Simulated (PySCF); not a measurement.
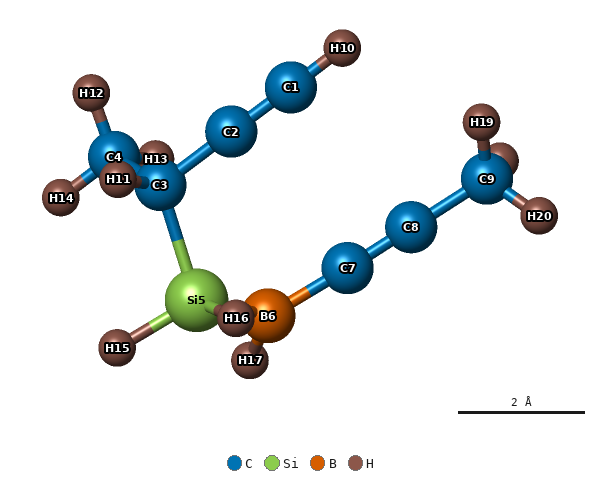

The structure (ball-and-stick view, seen at a tilt; atoms are numbered from 1 in the order of the input). Bond lengths as drawn: B–C 1.49 Å, B–H 1.18 Å, B–Si 1.96 Å, C–C 1.20 to 1.53 Å, C–H 1.05 to 1.10 Å, C–Si 1.94 Å and H–Si 1.48 Å.

## Run report: C$_{7}$H$_{11}$BSi, NMR shielding calculation

System: C$_{7}$H$_{11}$BSi.
Method: GIAO PBE0/pcSseg-1 NMR shielding, non-relativistic, gas phase (PySCF 2.14.0).

The geometry comes from this level: GFN2-xTB. Figures and captions count atoms from 1; the log counts them from 0 in places.

### Log
```
coarse grid: 17136 points
cycle   1  E = -586.8931758319  dE =  9.518e-01  |g| = 5.026e-01  |ddm| = 4.315e+00
cycle   2  E = -586.8736981397  dE =  1.948e-02  |g| = 5.727e-01  |ddm| = 1.263e+00
cycle   3  E = -586.9528152967  dE = -7.912e-02  |g| = 1.985e-01  |ddm| = 6.737e-01
cycle   4  E = -586.9622003791  dE = -9.385e-03  |g| = 5.083e-02  |ddm| = 1.725e-01
cycle   5  E = -586.9628944890  dE = -6.941e-04  |g| = 1.503e-02  |ddm| = 7.145e-02
cycle   6  E = -586.9629444672  dE = -4.998e-05  |g| = 7.652e-03  |ddm| = 1.701e-02
cycle   7  E = -586.9629582214  dE = -1.375e-05  |g| = 1.929e-03  |ddm| = 7.281e-03
cycle   8  E = -586.9629591623  dE = -9.409e-07  |g| = 2.971e-04  |ddm| = 1.848e-03
final grid: 160688 points
cycle   9  E = -587.0174630925  dE = -4.193e-05  |g| = 7.485e-03  |ddm| = 4.892e-02
cycle  10  E = -587.0174595572  dE =  3.535e-06  |g| = 8.382e-03  |ddm| = 1.666e-02
cycle  11  E = -587.0174774046  dE = -1.785e-05  |g| = 1.899e-03  |ddm| = 8.847e-03
cycle  12  E = -587.0174783133  dE = -9.087e-07  |g| = 3.812e-04  |ddm| = 1.643e-03
cycle  13  E = -587.0174783470  dE = -3.364e-08  |g| = 9.992e-05  |ddm| = 3.749e-04
cycle  14  E = -587.0174783493  dE = -2.300e-09  |g| = 3.338e-05  |ddm| = 1.170e-04
cycle  15  E = -587.0174783495  dE = -1.783e-10  |g| = 2.278e-05  |ddm| = 4.335e-05
```

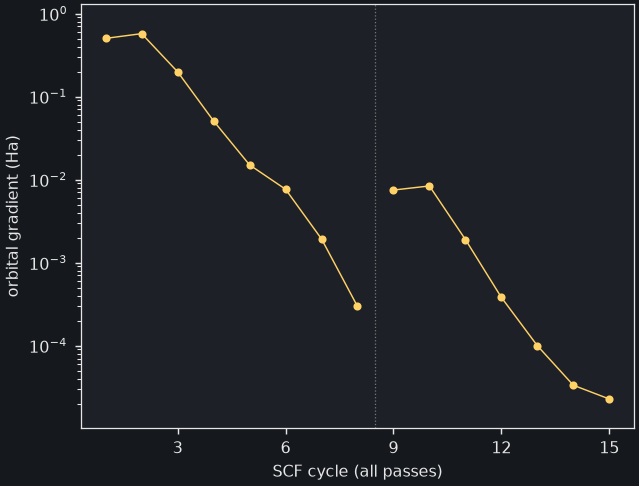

Convergence of the self-consistent field: orbital gradient against the SCF cycle. The dotted line marks the change from a coarse to the final integration grid. The first 8 cycles use a coarse grid, the final grid takes over at cycle 9, and the field converges after 15 cycles in all.

```
converged SCF energy = -587.0174783495

GIAO shielding tensors (ppm)
atom      isotropic    diamagn.    paramagn.     s11        s22        s33       span
  0 C      112.440     262.222    -149.783     44.250     50.507    242.562    198.311
  1 C       92.436     267.900    -175.464    -13.695     -4.038    295.040    308.735
  2 C      173.295     251.799     -78.504    166.510    169.388    183.986     17.476
  3 C      164.956     248.019     -83.063    152.187    158.040    184.639     32.452
  4 Si     419.368     880.496    -461.129    401.971    410.044    446.088     44.117
  5 B       12.154     198.171    -186.018   -105.007     -3.672    145.140    250.147
  6 C       79.617     256.327    -176.710    -19.953     -4.874    263.678    283.631
  7 C       -8.218     276.126    -284.343    -37.436      1.371     11.411     48.847
  8 C      176.146     253.393     -77.247    170.802    172.390    185.245     14.443
  9 H       30.135      37.222      -7.087     24.437     26.374     39.594     15.157
 10 H       29.506      29.170       0.336     25.189     27.561     35.767     10.579
 11 H       30.073      29.347       0.725     25.688     27.622     36.908     11.221
 12 H       30.768      31.866      -1.098     26.866     30.482     34.958      8.092
 13 H       30.501      29.742       0.759     25.794     28.534     37.176     11.382
 14 H       27.678      29.634      -1.956     24.550     25.435     33.048      8.499
 15 H       27.581      29.230      -1.650     24.576     25.955     32.210      7.634
 16 H       23.054      29.690      -6.635     16.353     25.846     26.963     10.610
 17 H       28.974      27.653       1.321     24.529     26.842     35.552     11.023
 18 H       29.010      33.796      -4.786     24.059     28.695     34.276     10.217
 19 H       28.913      26.021       2.892     25.015     26.704     35.020     10.006
```

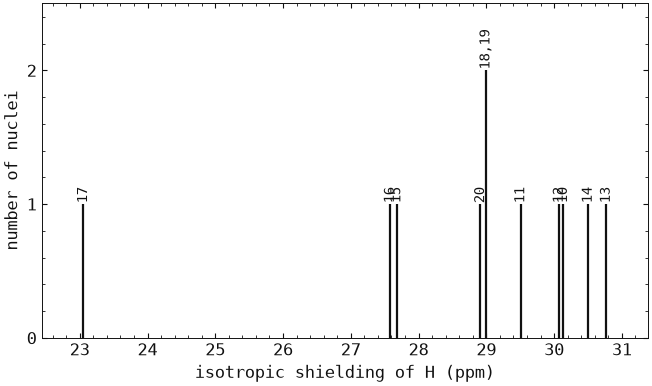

Isotropic shieldings of the hydrogen nuclei in this fixed geometry, labelled by atom number; shielding grows to the right, so chemical shift grows to the left. The least shielded is H17 (23.1 ppm), the most shielded H13 (30.8 ppm).

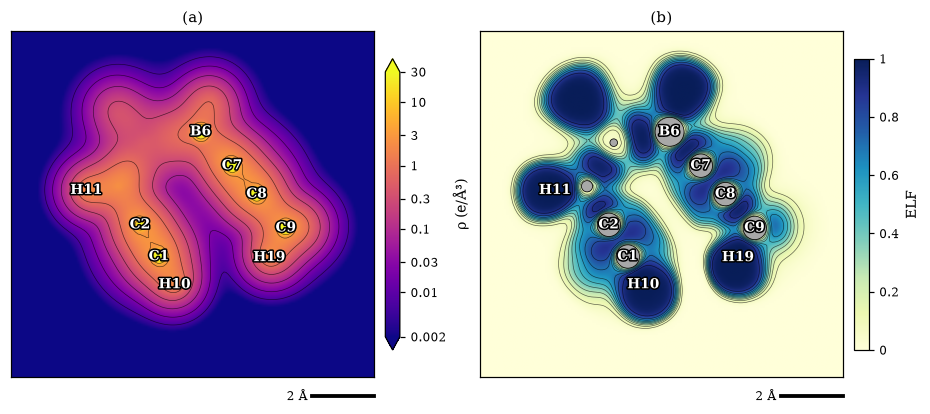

(a) total electron density; (b) ELF on the plane of atoms C8, C9 and H19. Grey discs, where drawn, cover atomic cores. The section cuts through C, B and H sites. C–C (1.20 Å): ρ is about 2.7 e/Å³ halfway; the ELF peaks at about 0.85 between the atoms; a double or triple bond. C–B (1.49 Å): ρ is about 1.5 e/Å³ halfway; the ELF peaks at about 0.95 between the atoms (a covalent bond). C–H (1.05 Å): ρ at the midpoint is about 2.1 e/Å³; the ELF climbs to about 1 towards the hydrogen, as it does in any bond to H (a covalent bond by its length).

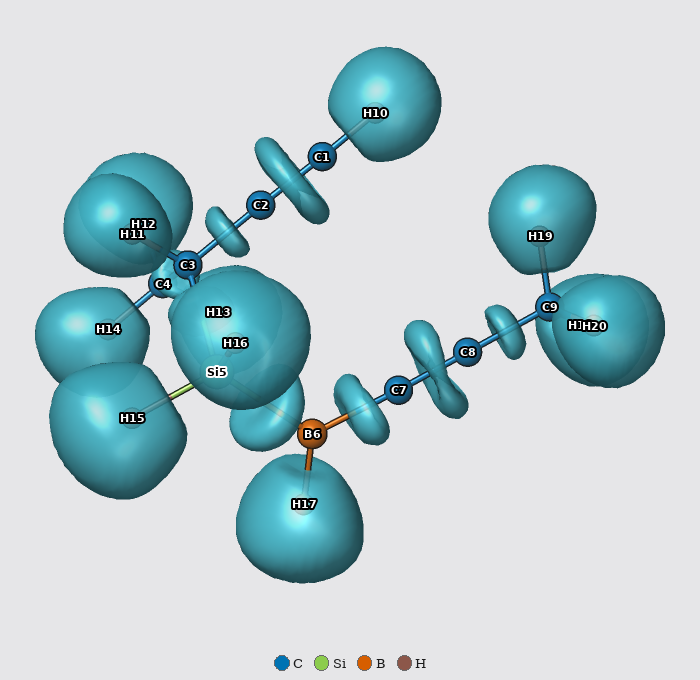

Isosurface of the ELF at 0.85 (cyan), seen at a tilt. Only the valence region is drawn (cores and ρ < 0.01 e/Å³ removed). Along the contacts the grid gives the following. C–C (1.20 Å): the ELF peaks at about 0.85 between the atoms (a multiple bond by its length, whose ELF region spreads away from the axis). C–B (1.49 Å): the ELF peaks at about 0.95 between the atoms (a covalent bond).

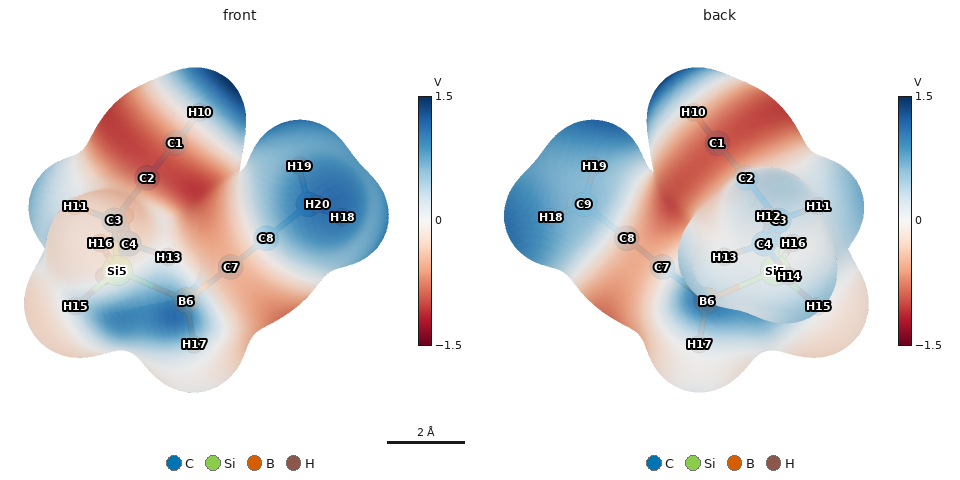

The molecular electrostatic potential painted on the density surface at 0.002 e/bohr³, seen at a tilt and from behind; red is negative and blue positive. Its dipole moment is 2.20 D.

This output came from the following input.

### Input
```
{"job": {"kind": "nmr", "xc": "PBE0", "basis": "pcSseg-1"}, "charge": 0, "multiplicity": 1}
C     -0.879777     1.901775    -0.714594
C     -1.251735     1.230931     0.205553
C     -1.683569     0.390843     1.293914
C     -2.433698    -0.828778     0.755742
Si    -0.159088    -0.130297     2.370358
B      1.058576    -1.266676     1.331198
C      1.685026    -0.722763     0.097828
C      2.160587    -0.259841    -0.916495
C      2.727926     0.290990    -2.122256
H     -0.572202     2.506726    -1.514229
H     -2.366981     0.976362     1.918236
H     -3.316772    -0.524499     0.193345
H     -1.794070    -1.408437     0.091150
H     -2.752407    -1.469534     1.576198
H     -0.777138    -0.749922     3.564835
H      0.406789     1.143392     2.857670
H      1.300114    -2.377662     1.629683
H      2.832789    -0.482513    -2.883564
H      2.095553     1.091471    -2.505878
H      3.714929     0.699111    -1.902557
```

The first line tells a small driver script what to run in PySCF; the rest is the geometry in Å.

Command:
```bash
OMP_NUM_THREADS=1 python <driver script> task.json out
```

### Key numbers

- outcome: converged
- total energy: −587.017478 hartree
- HOMO: −6.92 eV
- LUMO: −2.54 eV
- dipole moment: 2.20 D
- isotropic shielding, C: −8.2 to 176.1 ppm
- isotropic shielding, Si: 419.4 ppm
- isotropic shielding, B: 12.2 ppm
- isotropic shielding, H: 23.1 to 30.8 ppm
- hardware: 1 CPU thread, shared host
- wall time: 63 s
- peak memory: 1 GiB
